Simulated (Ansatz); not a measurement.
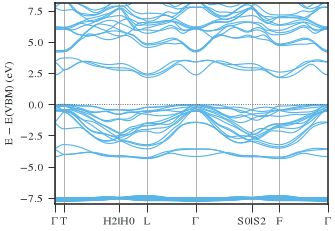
Figure: Band structure from LDA in the plane-wave PAW code Ansatz

The gap is 2.12 eV; an edge lies off the plotted path or next to a special point (maximum off the standard path, minimum off the standard path).

**Question.** Pick the material that matches.
A) ZnCdSe2, R3m (Zn on 3a, Cd on 3a, Se on 3a, Se on 3a)
B) CdCl2, R-3m (Cd on 3a, Cl on 6c)
C) CdI2, R-3m (Pearson symbol hR9)
D) GaS, R-3m (Ga on 6c, S on 6c)

**Answer.** C, CdI2, R-3m (Pearson symbol hR9)

The workflow started from a Materials Project entry (that database holds measured and hypothetical structures alike); the Crystallography Open Database files this formula in space group No. 166, but the cells were not matched. Its standing as an ambient phase is unchecked. The cell was relaxed with LDA under the symmetry of its start; whether a distortion lowers the energy is not shown. A crystal of weakly bound layers computed without a dispersion correction: the cell and the soft elastic constants depend strongly on that. Scalar-relativistic: spin–orbit coupling is off unless named, which matters more the heavier the elements.

Potentials: the later of the program's two PAW sets.
